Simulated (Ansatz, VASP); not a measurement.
## Cross-check of BP between VASP and Ansatz

One calculation is typed for both programs; each brings its own data sets. How far apart do they land? The cell is taken from a series of VASP runs on this material, whose earlier steps may have relaxed, scaled or displaced it; both programs get it as it stands. Other levels of theory on this material are compared in a session of their own. Valence electrons are named where the data sets of a main pair hold unlike numbers.

Main program and level: Ansatz 0.2.0; plane waves, with VASP 6.6.1 beside it; band structure at r2SCAN and single point at LDA.

### Step 1. The structure

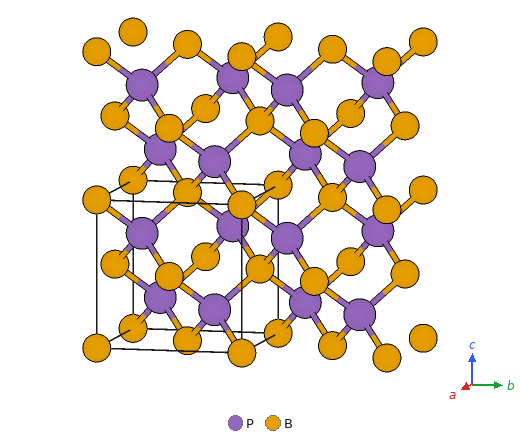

The starting structure, seen slightly off an axis (phosphorus purple, boron orange). 1×2×2 cells are drawn. This picture shows the conventional cell, with its axes. Bonds to atoms that aren't drawn are left out. Some periodic images of atoms are drawn too.

### Step 2. VASP: band structure, r2SCAN

Levels along a path test the potential and the projectors away from the mesh points.

Lines of VASP's logs that name or quote its potential files are left out, and so is its time.

INCAR reads:

```
SYSTEM = BP
PREC = Accurate
ENCUT = 370
EDIFF = 1E-06
NELM = 100
ISMEAR = 0
SIGMA = 0.03
LREAL = .FALSE.
ALGO = Normal
METAGGA = R2SCAN
LASPH = .TRUE.
NBANDS = 16
LORBIT = 11
LWAVE = .FALSE.
LCHARG = .FALSE.
KPAR = 4
```

POSCAR reads:

```
BP
1.0
    0.0000000000      2.2690000000      2.2690000000
    2.2690000000      0.0000000000      2.2690000000
    2.2690000000      2.2690000000      0.0000000000
P B
1 1
Direct
    0.7500000000      0.7500000000      0.7500000000
    0.0000000000      0.0000000000      0.0000000000
```

KPOINTS reads:

```
Automatic mesh
0
Gamma
8 8 8
0 0 0
```

KPOINTS_OPT reads:

```
Line mode
10
Line-mode
Reciprocal
  0.00000000   0.00000000   0.00000000 GAMMA
  0.50000000   0.00000000   0.50000000 X

  0.50000000   0.00000000   0.50000000 X
  0.50000000   0.25000000   0.75000000 W

  0.50000000   0.25000000   0.75000000 W
  0.37500000   0.37500000   0.75000000 K

  0.37500000   0.37500000   0.75000000 K
  0.00000000   0.00000000   0.00000000 GAMMA

  0.00000000   0.00000000   0.00000000 GAMMA
  0.50000000   0.50000000   0.50000000 L

  0.50000000   0.50000000   0.50000000 L
  0.62500000   0.25000000   0.62500000 U

  0.62500000   0.25000000   0.62500000 U
  0.50000000   0.25000000   0.75000000 W

  0.50000000   0.25000000   0.75000000 W
  0.50000000   0.50000000   0.50000000 L

  0.50000000   0.50000000   0.50000000 L
  0.37500000   0.37500000   0.75000000 K

  0.62500000   0.25000000   0.62500000 U
  0.50000000   0.00000000   0.50000000 X
```

Potentials, in the order of the species: P and B (PBE family, release 64).

The run is started by

```bash
$ mpirun -np 4 vasp_std
```

Numbers of over 12 decimals in the logs are rounded to 6 here.

Log:

```text
[banner, memory and clock lines left out]
running    4 mpi-ranks, on    1 nodes
 distrk:  each k-point on    1 cores,    4 groups
 distr:  one band on    1 cores,    1 groups

 POSCAR found type information on POSCAR P B
 POSCAR found :  2 types and       2 ions
|                                                                             |
|               ----> ADVICE to this user running VASP <----                  |
|                                                                             |
|     You enforced a specific xc type in the INCAR file but a different       |
|     [... a line on the potential file left out ...]
|     I HOPE YOU KNOW WHAT YOU ARE DOING!                                     |
|                                                                             |

 LDA part: xc-table for (None), standard interpolation
 POSCAR, INCAR and KPOINTS ok, starting setup
 FFT: planning ... GRIDC
 FFT: planning ... GRID_SOFT
 FFT: planning ... GRID
 WAVECAR not read
 entering main loop
       N       E                     dE             d eps       ncg     rms          rms(c)
DAV:   1     0.477536184243E+00    0.47754E+00   -0.32602E+03   928   0.366E+02
DAV:   2    -0.187767863723E+02   -0.19254E+02   -0.18577E+02  1248   0.821E+01
DAV:   3    -0.191706056258E+02   -0.39382E+00   -0.39358E+00  1096   0.967E+00
DAV:   4    -0.191713138022E+02   -0.70818E-03   -0.70817E-03  1240   0.515E-01
DAV:   5    -0.191713156463E+02   -0.18442E-05   -0.18442E-05  1080   0.245E-02    0.791E+00
DAV:   6    -0.173578235924E+02    0.18135E+01   -0.85416E-01   992   0.354E+00    0.467E+00
DAV:   7    -0.173097279402E+02    0.48096E-01   -0.16757E-01  1184   0.163E+00    0.148E+00
DAV:   8    -0.173073159534E+02    0.24120E-02   -0.14439E-02  1128   0.628E-01    0.175E-01
DAV:   9    -0.173075715497E+02   -0.25560E-03   -0.81877E-04  1144   0.137E-01    0.751E-02
DAV:  10    -0.173076029754E+02   -0.31426E-04   -0.79871E-05  1088   0.432E-02    0.211E-02
DAV:  11    -0.173076026055E+02    0.36988E-06   -0.64788E-06  1224   0.108E-02
   1 F= -.17307603E+02 E0= -.17307603E+02  d E =-.143777E-22
 Start KPOINTS_OPT (optional k-point list driver)
k-point batch [1-29\100]
       N       E                     dE             ncg
DAV:   1     0.647987277202E+03   -0.64805E+04      928
DAV:   2     0.103865823455E+03   -0.54412E+03     1256
DAV:   3     0.921783356869E+02   -0.11687E+02     1128
DAV:   4     0.921551608080E+02   -0.23175E-01     1232
DAV:   5     0.921550971309E+02   -0.63677E-04     1080
DAV:   6     0.921550969120E+02   -0.21887E-06     1144
[...]
k-point batch [88-100\100]
       N       E                     dE             ncg
DAV:   1     0.434774818572E+04   -0.37282E+04      424
DAV:   2     0.410712304090E+04   -0.24063E+03      536
DAV:   3     0.410250499481E+04   -0.46180E+01      544
DAV:   4     0.410249553284E+04   -0.94620E-02      520
DAV:   5     0.410249550565E+04   -0.27186E-04      552
DAV:   6     0.410249550555E+04   -0.10133E-06      504
```

From OUTCAR (step 2):

```text
ion  position               nearest neighbor table
   1  0.750  0.750  0.750-   2 1.97   2 1.97   2 1.97   2 1.97
   2  0.000  0.000  0.000-   1 1.97   1 1.97   1 1.97   1 1.97

  LATTYP: Found a face centered cubic cell.
 ALAT       =     4.5380000000

 Subroutine GETGRP returns: Found 24 space group operations
 (whereof 24 operations were pure point group operations)

The static configuration has the point symmetry T_d .

 Found     29 irreducible k-points:

   k-points           NKPTS =     29   k-points in BZ     NKDIM =     29   number of bands    NBANDS=     16

   dimension x,y,z NGX =    20 NGY =   20 NGZ =   20
   dimension x,y,z NGXF=    40 NGYF=   40 NGZF=   40

   ENCUT  =  370.0 eV  27.19 Ry    5.21 a.u.   5.03  5.03  5.03*2*pi/ulx,y,z

   NELECT =       8.0000    total number of electrons

 k-points in reciprocal lattice and weights: Automatic mesh
   0.00000000  0.00000000  0.00000000       0.002
   0.12500000  0.00000000  0.00000000       0.016
   0.25000000  0.00000000  0.00000000       0.016
   0.37500000  0.00000000  0.00000000       0.016
   0.50000000  0.00000000  0.00000000       0.008
   0.12500000  0.12500000  0.00000000       0.012
   0.25000000  0.12500000  0.00000000       0.047
   0.37500000  0.12500000  0.00000000       0.047
   0.50000000  0.12500000  0.00000000       0.047
[...]
-0.37500000  0.50000000  0.12500000       0.023
  -0.25000000  0.50000000  0.25000000       0.012

 average (electrostatic) potential at core
       1 -84.3126       2 -26.0772

 E-fermi :   7.5881

 k-point     1 :       0.0000    0.0000    0.0000
  band No.  band energies     occupation
      1      -8.8699      2.00000
      2       7.3906      2.00000
      3       7.3906      2.00000
      4       7.3906      2.00000
      5      11.0300      0.00000
      6      11.0300      0.00000
      7      11.0300      0.00000
      8      15.4008      0.00000
      9      19.7948      0.00000
    ...

 k-point     2 :       0.1250    0.0000    0.0000
  band No.  band energies     occupation
      1      -8.5746      2.00000
      2       5.4379      2.00000
      3       6.9372      2.00000
      4       6.9372      2.00000
      5      11.6354      0.00000
      6      11.6598      0.00000
      7      11.6598      0.00000
      8      16.2225      0.00000
      9      19.1399      0.00000
    ...

 k-point     3 :       0.2500    0.0000    0.0000
  band No.  band energies     occupation
      1      -7.7081      2.00000
      2       2.2909      2.00000
      3       6.2062      2.00000
      4       6.2062      2.00000
      5      11.7460      0.00000
      6      12.4797      0.00000
      7      12.4797      0.00000
      8      17.7767      0.00000
      9      18.9056      0.00000
    ...

  Total       -0.0971347     -0.0971347     -0.0971347      0.0000000      0.0000000      0.0000000
  in kB       -6.6611871     -6.6611871     -6.6611871      0.0000000      0.0000000      0.0000000
  external PRESSURE =      -6.6611871 kB  Pullay stress =       0.0000000 kB

  energy-cutoff  :      370.00
  volume of cell :       23.36
      direct lattice vectors                 reciprocal lattice vectors
     0.000000000  2.269000000  2.269000000    -0.220361393  0.220361393  0.220361393
     2.269000000  0.000000000  2.269000000     0.220361393 -0.220361393  0.220361393
     2.269000000  2.269000000  0.000000000     0.220361393  0.220361393 -0.220361393

 POSITION                                       TOTAL-FORCE (eV/Angst)
 -----------------------------------------------------------------------------------
      3.40350      3.40350      3.40350         0.000000      0.000000      0.000000
      0.00000      0.00000      0.00000        -0.000000     -0.000000     -0.000000
 -----------------------------------------------------------------------------------
    total drift:                               -0.000000     -0.000000     -0.000000

  FREE ENERGIE OF THE ION-ELECTRON SYSTEM (eV)
  ---------------------------------------------------
  free  energy   TOTEN  =       -17.3076026055 eV

  energy  without entropy=      -17.3076026055  energy(sigma->0) =      -17.30760261

 total charge
# of ion       s       p       d       tot
------------------------------------------
    1        0.985   1.587   0.000   2.573
    2        0.680   1.271   0.000   1.950
--------------------------------------------------
tot          1.665   2.858   0.000   4.523

[... 3 further parts left out ...]
```

The PAW data sets were made with PBE, which is usual practice but a small mismatch for other functionals.

### Step 3. Ansatz: band structure, r2SCAN

Ansatz runs on its default PAW (the set named soft_2) files.

The same cell, functional, mesh and smearing now go to Ansatz, which takes its cutoff from its data sets.

input.yaml reads:

```yaml
crystal:
  lattice:
    - [0.0, 2.269, 2.269]
    - [2.269, 0.0, 2.269]
    - [2.269, 2.269, 0.0]
  atoms:
    - { symbol: P, position: [0.75, 0.75, 0.75] }
    - { symbol: B, position: [0.0, 0.0, 0.0] }
hamiltonian:
  xc: r2scan
  pseudopotentials: { kind: paw }
kpoints:
  mp_grid: { grid: [8, 8, 8] }
  band_path:
    path:
      - [0.0, 0.0, 0.0]
      - [0.16667, 0.0, 0.16667]
      - [0.33333, 0.0, 0.33333]
      - [0.38889, 0.0, 0.38889]
      - [0.5, 0.0, 0.5]
      - [0.5, 0.08333, 0.58333]
      - [0.5, 0.19444, 0.69444]
      - [0.5, 0.25, 0.75]
      - [0.45833, 0.29167, 0.75]
      - [0.40278, 0.34722, 0.75]
      - [0.375, 0.375, 0.75]
      - [0.20833, 0.20833, 0.41667]
      - [0.08333, 0.08333, 0.16667]
      - [0.0, 0.0, 0.0]
      - [0.22222, 0.22222, 0.22222]
      - [0.38889, 0.38889, 0.38889]
      - [0.51389, 0.47222, 0.51389]
      - [0.55556, 0.38889, 0.55556]
      - [0.61111, 0.27778, 0.61111]
      - [0.61111, 0.25, 0.63889]
      - [0.56944, 0.25, 0.68056]
      - [0.51389, 0.25, 0.73611]
      - [0.5, 0.27778, 0.72222]
      - [0.5, 0.38889, 0.61111]
      - [0.5, 0.47222, 0.52778]
      - [0.48611, 0.48611, 0.52778]
      - [0.43056, 0.43056, 0.63889]
      - [0.38889, 0.38889, 0.72222]
      - [0.59722, 0.19444, 0.59722]
      - [0.55556, 0.11111, 0.55556]
      - [0.5, 0.0, 0.5]
    npoints: 1
scf:
  occupations: { method: gaussian, width: 0.03 }
  n_extra_bands: 7
output:
  forces: true
  stress: true
  eigenvalues: true
```

The run is started by

```bash
$ ansatz run input.yaml --threads 2 --pin off --max-ram 4608MiB --backend cpu --events-out ev --progress --plain --runs-dir out
```

Log:

```text
scf.n_extra_bands = 7 over 4 filled bands (N_el = 8.0): the run solves 11 bands
Engine: ansatz 0.2.0, aarch64-unknown-linux-gnu
Pseudopotentials: kind: paw
Pseudopotential: P, paw, valence charge 5, recommended cutoff 500 eV (meta_gga), P.paw.azcp
Pseudopotential: B, paw, valence charge 3, recommended cutoff 500 eV (meta_gga), B.paw.azcp
Functional definition: r2SCAN
  parameter k0 = 0.174
  parameter k1 = 0.065
  parameter a1 = 4.9479
  exchange = r2scan_x(k0 = k0, k1 = k1, a1 = a1)
  correlation = r2scan_c
Crystal: 2 atoms, lattice volume = 23.363 Å³
Basis set: ecut = 500 eV, 609 PW (Γ), exchange–correlation on 96×96×96 points (64 copies of the dense FFT grid, shifted against one another)
Bands: 11, of which v1, the nominal top of the filled ones, is band 4 counted from 1 (3 counted from 0)
Symmetry: 24 space group operations
Space group: F-43m (ITA 216), of the structure as read, at distance tolerance 2.9e-5 Å
k-points: 29 of 512 (time reversal used)
Non-local potential: P, projectors of the file, l = 0: 2, l = 1: 2, l = 2: 2
Non-local potential: B, projectors of the file, l = 0: 2, l = 1: 2, l = 2: 1
PAW form: soft (Blöchl's): semilocal exchange-correlation on the pseudo side does not see the compensation charge
PAW frozen core: P, regenerated for the run's functional (the file was generated under x = pbe(κ = 0.804, μ = 0.219515), c = pbe(β = 0.066725))
PAW frozen core: B, regenerated for the run's functional (the file was generated under x = pbe(κ = 0.804, μ = 0.219515), c = pbe(β = 0.066725))
PAW one-centre angular grid: P, 302 points (default); XC on 160 Gauss nodes
PAW one-centre angular grid: B, 302 points (default); XC on 160 Gauss nodes
Initial density: superposition of atomic densities (neutral atoms: chi_scale 0, normalization atom), corrected by the library's trained network
Initial wavefunctions: pseudopotential atomic-orbital guess
Functional: x = r2scan, c = r2scan; τ floored in thin density (d = 2e-4 eV/Å³)
SCF iter   1: F=—  HF=-916.649395 eV  |F-HF|=—  |Δ(HF+E_count)|=         —  Δρ=4.42e-3  dr2=2.30e-3  dr2_τ=1.31e-1  ethr=1.77e-3  ⟨swp⟩=6.3  Hψ=2690  notcnv=0
preconditioner: auto → none  [insulator: Δε(μ)=1.402 eV  Ē_g=17.084 eV  σ=0.030 eV  W_gap=1.00  n_scr=0 (ndim 8)  ℏωp=21.7 eV  f_vac=0.000  D(μ)=0.00/eV (n_scr^D=0)  ε∞_Penn≈2.6]
SCF iter   2: F=—  HF=-916.685212 eV  |F-HF|=—  |Δ(HF+E_count)|=   3.58e-2  Δρ=2.94e-3  dr2=9.43e-4  dr2_τ=3.96e-5  ethr=2.87e-5  ⟨swp⟩=2.9  Hψ=867  notcnv=0  defer=68
SCF iter   3: F=—  HF=-916.685376 eV  |F-HF|=—  |Δ(HF+E_count)|=   1.64e-4  Δρ=9.80e-4  dr2=2.74e-4  dr2_τ=1.74e-5  ethr=1.18e-5  ⟨swp⟩=2.7  Hψ=417  notcnv=0  defer=68
SCF iter   4: F=—  HF=-916.685296 eV  |F-HF|=—  |Δ(HF+E_count)|=   8.08e-5  Δρ=2.95e-4  dr2=1.17e-5  dr2_τ=7.19e-7  ethr=3.43e-6  ⟨swp⟩=2.2  Hψ=351  notcnv=0  defer=68
SCF iter   5: F=—  HF=-916.685296 eV  |F-HF|=—  |Δ(HF+E_count)|=   8.10e-7  Δρ=4.89e-5  dr2=2.69e-7  dr2_τ=2.49e-8  ethr=1.46e-7  ⟨swp⟩=2.4  Hψ=365  notcnv=0  defer=68
SCF iter   6: F=-916.685296 eV  HF=-916.685296 eV  |F-HF|=3.98e-9  |Δ(HF+E_count)|=   4.34e-8  Δρ=6.46e-6  dr2=4.21e-9  dr2_τ=3.53e-10  ethr=1.25e-9  ⟨swp⟩=9.9  Hψ=1845  notcnv=0
SCF 1 converged in 6 iterations: F = -916.685296 eV  dr2 = 4.21e-9
  greatest PAW one-centre occupation: 0.773 electrons in one spin orbital (limit 2), on the P atom at site 0 (counted from 0), in its partial waves of l = 0
NSCF: frozen V_eff on 31 k-points
SCF converged after 6 iterations
Free energy (F): -916.685296 eV
Harris-Foulkes:  -916.685296 eV  (|F-HF|=3.98e-9)
Internal energy: -916.685296 eV  (E = F + TS)
E sigma→0 (E₀):  -916.685296 eV
Fermi energy:    9.958248 eV
--- Per-component energies (eV) ---
  E_band       = 19.087153
  E_kinetic    = 121.453245
  E_local      = -66.827727  (includes V_loc(G=0)·N_el)
  E_nonlocal   = 44.153469
  E_hartree    = 17.053887
  E_xc         = -91.086918
  E_vxc        = -108.113155  (∫ρ·V_xc dr)
  E_paw        = -655.830449  (= ΣΔE_a)
  E_vpaw       = -10.618971  (= ΣTr[D̂ρ^β])
  E_aug_tail   = -0.000001  (compensation charges beyond the density's cutoff)
  E_vtau       = 4.932564  (kinetic-family band-sum trace: ∫τ·v_τ [+ j·A + Jᵃ·Aᵃ] dr)
  E_ewald      = -285.491518
  E_core_change = -0.109284  (= ΣΔE_core)
  E_smearing   = -0.000000  (= −TS)
  E_closure    = 0.000000  (closes the sum)
  Σ components = -916.685296   (vs F -916.685296, Δ=0.00e0)
--- Forces (eV/Å), atoms counted from 1 ---
  atom   1  P      0.00000000     0.00000000    -0.00000000
  atom   2  B     -0.00000000     0.00000000     0.00000000
  max |Σ_I F_I| component: 2.59e-16 eV/Å
--- Stress (GPa, compression-positive) ---
       -0.149504      -0.000000      -0.000000
       -0.000000      -0.149504       0.000000
       -0.000000       0.000000      -0.149504
  P = ⅓ Tr σ = -0.1495 GPa (-1.495 kbar)
--- Band table (eV; the first three rows and the last of 29) ---
  k-point 0: bands = [-7.0418, 9.2351, 9.2351, 9.2351, 12.8350, 12.8350, 12.8350, 17.2150, ... 3 higher]
  k-point 1: bands = [-6.7465, 7.2758, 8.7794, 8.7794, 13.4454, 13.4653, 13.4653, 18.0383, ... 3 higher]
  k-point 2: bands = [-5.8801, 4.1248, 8.0463, 8.0463, 13.5561, 14.2819, 14.2819, 19.5948, ... 3 higher]
  k-point 28: bands = [-1.5958, 0.6081, 3.2968, 3.4992, 14.9784, 16.3977, 17.0172, 17.1127, ... 3 higher]
```

It took 2.8 s on 2 threads of Arm Neoverse N1, shared host; peak memory 0.32 GiB.

[end of part 1 of 2]

[Lines on the potential files, build, host, timing and source positions are cut from VASP's logs without a mark.]

[Logs are printed without paths, hosts, clocks, repeated set-up lines and the standing remarks that a program may print on its own settings, such as how far it seeks lower states.]

[Hosts, paths, dates, database ids (printed as entryN), source tags and the programs' standing remarks are cut or masked in the printed files.]
